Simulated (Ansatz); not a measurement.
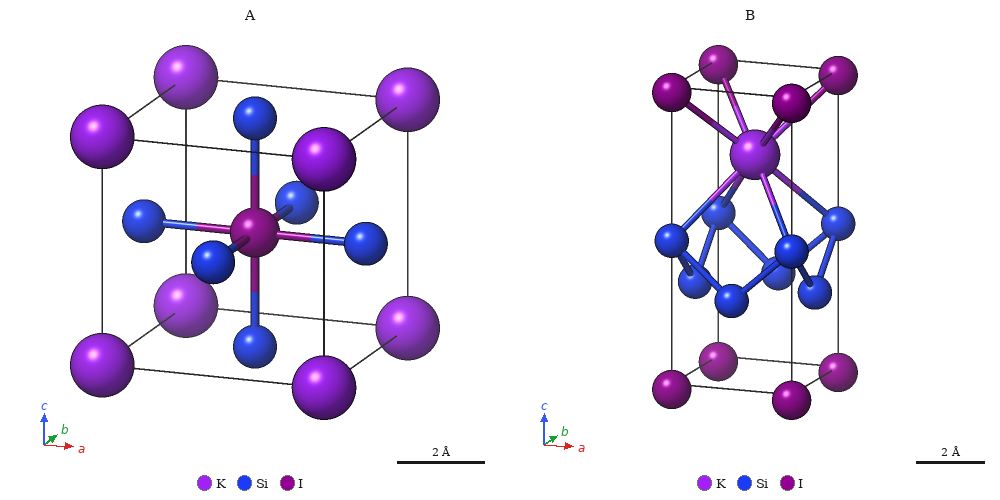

Two structures of KSi$_{3}$I, each relaxed to rest (conventional cells in solid outline, small ones repeated, not to one scale). Method: DFT PBE, scalar-relativistic, plane waves, PAW (Ansatz 0.2.0), without spin polarisation.

Question: What structure does each panel show?

Answer: A: cubic antiperovskite, Pm-3m. B: 5 atoms a cell on a primitive tetragonal lattice, P4mm.

Question: Which has the lower energy, and by how much?

Answer: B is lower, by 1117 meV/atom at this level of theory (energies at zero smearing). Volumes: A 33.0, B 26.0 Å³/atom.

One or both may be structure types tried for this composition rather than known phases.
